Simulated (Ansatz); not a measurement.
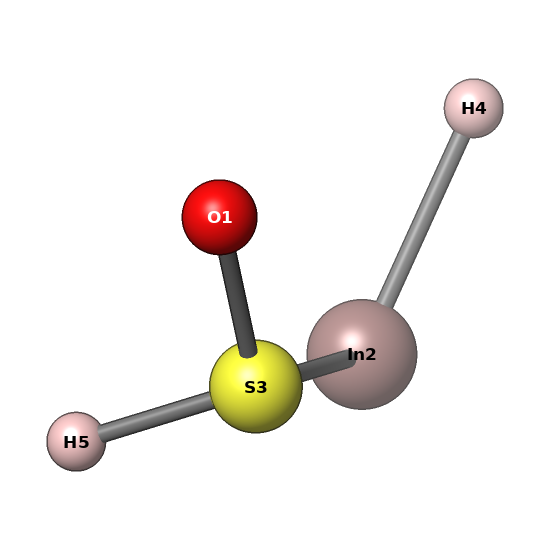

In2 lies behind S3. The molecule seen a little off the S3–In2 bond, S3 in front. Atoms fade into the background with distance from the viewer. The species has charge −1 and is a spin singlet. The geometry was computed by an optimisation with PBE-D4/def2-SVPD. No frequency run is at hand to confirm it as a minimum.

Q: What is the torsion angle O1–S3–In2–H4? The sign is positive where the front bond must turn clockwise to cover the back bond.

A: 24°, synperiplanar.
